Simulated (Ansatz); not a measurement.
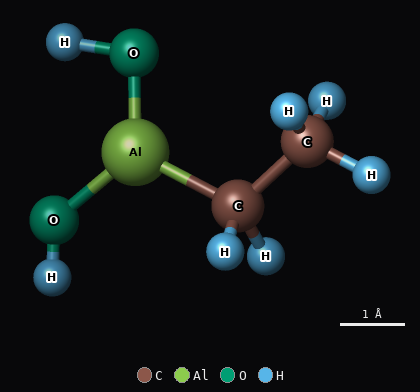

Fig. 1: The structure as given in the input (ball-and-stick view, seen at a tilt). Sticks mark near contacts. Bond lengths as drawn: Al–C 1.94 Å, Al–O 1.56 to 1.75 Å, C–C 1.55 Å, C–H 0.93 to 1.21 Å and H–O 0.90 to 1.17 Å.

**Single-point calculation, with input and output: C2H7AlO2**

System: C2H7AlO2, SMILES C[CH2][Al]([OH])[OH].
Method: RKS B2PLYP/def2-TZVP (Ansatz 0.2.0).

The geometry comes from this level: PBE0-D4/def2-TZVP.

### Input file
```yaml
crystal:
  periodic: [false, false, false]
  atoms:
    - {symbol: C, position_ang: [-1.657780, -0.490380, 0.532945]}
    - {symbol: C, position_ang: [-0.527321, -0.489720, -0.531945]}
    - {symbol: Al, position_ang: [0.989798, 0.612956, -0.041797]}
    - {symbol: O, position_ang: [2.320732, 0.653629, -1.177297]}
    - {symbol: O, position_ang: [0.993698, 1.288667, 1.367903]}
    - {symbol: H, position_ang: [-2.051562, 0.352486, 0.583224]}
    - {symbol: H, position_ang: [-2.491524, -1.272034, 0.288408]}
    - {symbol: H, position_ang: [-1.246326, -0.913276, 1.527840]}
    - {symbol: H, position_ang: [-0.186753, -1.616251, -0.796309]}
    - {symbol: H, position_ang: [-0.844414, -0.310910, -1.475484]}
    - {symbol: H, position_ang: [2.420594, 0.233867, -1.968573]}
    - {symbol: H, position_ang: [2.006795, 1.875602, 1.330011]}
basis:
  gaussian: {orbitals: def2-TZVP, nuclear_model: gaussian}
hamiltonian: {xc: {name: B2PLYP}, dispersion: rvv10}
output: {forces: true}
```

Machine: 4 threads of Arm Neoverse V1, 23 GiB of memory available, shared host.

Launch command:
```bash
ansatz run in.yaml --threads 4 --pin off --events-out ev --progress --plain --max-ram 10444MiB
```

### Output
```
Error: invalid value for `hamiltonian.dispersion`: this functional's text states its nonlocal part
```

### Outcome

- outcome: refused by the program

### Diagnosis

This input holds a deliberate fault: damping. The program refused the input: “invalid value for `hamiltonian.dispersion`: this functional's text states its nonlocal part”
